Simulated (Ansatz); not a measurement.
# H2SO (triplet): correlated methods under varied settings at distance O1–H3 along a hydrogen transfer = 1.098 Å

Aim: run H2SO (triplet) at one geometry under a spread of methods and options, and see what each costs and gives.

Computed with Ansatz 0.2.0, Gaussian basis. Level: the settings change from run to run.

11 further runs of the same task are left out: 11 that didn't finish.

### 1 What is computed

The geometry derives from fragments relaxed apart (PBE0/def2-TZVP) and kept rigid, so it is no stationary point. A hydrogen atom is moved between rigid fragments.

4 atoms, charge 0, spin multiplicity 3.

Atoms are counted from 1 here; the program's logs count them from 0.

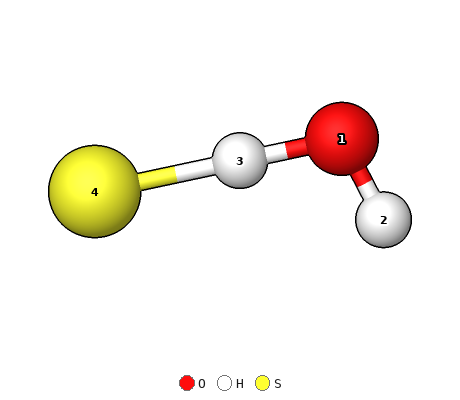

The structure; oxygen red, hydrogen white, sulfur yellow; atoms are numbered from 1 in the order of the file.

### 2 HF/STO-3G

The input, in.yaml:

```yaml
crystal:
  periodic: [false, false, false]
  atoms:
    - {symbol: O, position_ang: [-0.877673, -0.231644, 0.000000]}
    - {symbol: H, position_ang: [-1.126982, 0.694932, 0.000000]}
    - {symbol: H, position_ang: [0.220327, -0.231644, 0.000000]}
    - {symbol: S, position_ang: [1.784327, -0.231644, 0.000000]}
basis:
  gaussian: {orbitals: STO-3G}
magnetization: {spin_polarized: false, initial_magnetization: 2}
hamiltonian: {xc: hf}
accuracy: high
output: {forces: true, orbitals: {seedname: orbitals}}
```

Started as:

```sh
> ansatz run in.yaml --threads 1 --pin off --events-out ev --progress --plain --max-ram 2393MiB
```

Output:

```text
Functional definition: HF
  name "HF"
  cite "Fock, Z. Phys. 61, 126 (1930) doi:10.1007/BF01340294"
  parent pbe
  exchange = exact_x
  correlation = 0
247 factors; integrals over basis functions are off by at most 3.4e-8 eV
mean field evaluation 1: about -12733.9071 eV, gradient 2.5e1 eV
mean field evaluation 2: about -12733.9623 eV, gradient 2.5e1 eV
mean field evaluation 4: about -12734.8933 eV, gradient 1.8e1 eV
mean field evaluation 8: about -12736.2299 eV, gradient 1.7e-1 eV
mean field evaluation 16: about -12736.2239 eV, gradient 6.5e-2 eV
mean field evaluation 32: about -12736.3341 eV, gradient 1.0e-1 eV
mean field evaluation 64: about -12736.2711 eV, gradient 2.4e-1 eV
mean field evaluation 96: about -12736.1947 eV, gradient 4.1e0 eV
mean field evaluation 128: about -12707.0302 eV, gradient 5.9e1 eV
mean field -12736.34549852 eV, -468.0520640654 hartree, gradient 1.3e-8 eV, S^2 2.000000; 4 other end points of the search recorded, 0 dependent functions left out
the calculation of the forces begins
reference -12736.34549852 eV, -468.0520640654 hartree; 14, 12 occupied and 2, 4 virtual orbitals, 247 factors
Total energy: -12736.34549852 eV, -468.0520640654 hartree
Atom 0 at    -0.877673    -0.231644     0.000000 Å, force     2.534944    -2.935326    -0.000000 eV/Å
Atom 1 at    -1.126982     0.694932     0.000000 Å, force     0.058116     2.361562     0.000000 eV/Å
Atom 2 at     0.220327    -0.231644     0.000000 Å, force    -5.563184     0.565697     0.000000 eV/Å
Atom 3 at     1.784327    -0.231644     0.000000 Å, force     2.970124     0.008066    -0.000000 eV/Å
Dipole moment:     0.258277     0.264734    -0.000000 e Å
```

Wall time 0.21 s (1 thread of Arm Neoverse V2, shared host).

### 3 CISDTQ/STO-3G

in.yaml: that of step 2 with these lines changed.

```diff
@@ -10,4 +10,2 @@
 magnetization: {spin_polarized: false, initial_magnetization: 2}
-hamiltonian: {xc: hf}
-accuracy: high
-output: {forces: true, orbitals: {seedname: orbitals}}
+correlation: {active_space: {ras: {orbitals: [6, 2, 2], electrons: 14, max_holes: 4, max_particles: 4}, fixed_orbitals: true}}
```

Launched as before.

Output, cut to the lines that bear on the results:

```text
Functional definition: HF
  name "HF"
  cite "Fock, Z. Phys. 61, 126 (1930) doi:10.1007/BF01340294"
  parent pbe
[...]
187 factors; integrals over basis functions are off by at most 3.1e-5 eV
[...]
mean field -12736.34542482 eV, -468.0520613573 hartree, gradient 1.1e-6 eV, S^2 2.000000; 20 other end points of the search recorded, 0 dependent functions left out
reference -12736.34542482 eV, -468.0520613573 hartree; 14, 12 occupied and 2, 4 virtual orbitals, 187 factors
state -12738.15101186 eV, -468.1184154571 hartree
Total energy: -12738.15101186 eV, -468.1184154571 hartree
```

Run time: 0.48 s. Hardware: 1 thread of Arm Neoverse V2, shared host.

From the report: 5,768 determinants.

### 4 NEVPT2(10,7)/cc-pVDZ

in.yaml: that of step 3 with these lines changed.

```diff
@@ -8,4 +8,5 @@
 basis:
-  gaussian: {orbitals: STO-3G}
+  gaussian: {orbitals: cc-pVDZ}
 magnetization: {spin_polarized: false, initial_magnetization: 2}
-correlation: {active_space: {ras: {orbitals: [6, 2, 2], electrons: 14, max_holes: 4, max_particles: 4}, fixed_orbitals: true}}
+correlation: {method: sc_nevpt2, electrons: outside_noble_gas, active_space: {window: {electrons: 10, orbitals: 7}}}
+accuracy: high
```

Same command.

Output, cut to the lines that bear on the results:

```text
Functional definition: HF
  name "HF"
  cite "Fock, Z. Phys. 61, 126 (1930) doi:10.1007/BF01340294"
  parent pbe
[...]
820 factors; integrals over basis functions are off by at most 3.9e-9 eV
[...]
mean field -12883.46154494 eV, -473.4584790525 hartree, gradient 1.7e-8 eV, S^2 2.000000; 17 other end points of the search recorded, 0 dependent functions left out
reference -12883.46154494 eV, -473.4584790525 hartree; 14, 12 occupied and 28, 30 virtual orbitals, 820 factors
state -12884.36412029 eV, -473.4916480849 hartree
state -12884.36412029 eV, -473.4916480849 hartree; corrected -12891.73373638 eV, -473.7624764811 hartree
state -12884.15289299 eV, -473.4838856248 hartree
state -12884.15289299 eV, -473.4838856248 hartree; corrected -12891.50609520 eV, -473.7541108220 hartree
state -12884.36412029 eV, -473.4916480849 hartree; corrected -12891.73373638 eV, -473.7624764811 hartree
Total energy: -12891.73373638 eV, -473.7624764811 hartree
```

Wall time 7 s (1 thread of Arm Neoverse V2, shared host).

From the report: 220 determinants; active occupations 2.00, 2.00, 2.00, 1.97, 1.00, 1.00, 0.03.

### 5 All runs side by side

Where basis and cores are those of an earlier UCCSDT(Q)/cc-pVDZ run (-12892.8965 eV), and the state is the same kind, the miss against it is given.

| level | correlated | functions | energy (eV) | from UCCSDT(Q) (meV) | time |
| --- | --- | --- | --- | --- | --- |
| HF/STO-3G |  | 16 | -12736.3455 |  | 0.21 s |
| CISDTQ/STO-3G | outside noble gas | 16 | -12738.1510 |  | 0.48 s |
| NEVPT2(10,7)/cc-pVDZ | outside noble gas | 42 | -12891.7337 | 1162.8 | 7 s |

### 6 Summary of results

```
quantity                      value
    runs                          3
quickest          HF/STO-3G, 0.21 s
 slowest  NEVPT2(10,7)/cc-pVDZ, 7 s
```

In words: Total energies in different bases, with other cores or another treatment of relativity can't be set against each other. NEVPT2(10,7)/cc-pVDZ took 33 times as long as HF/STO-3G; the jobs differ in more than the method.
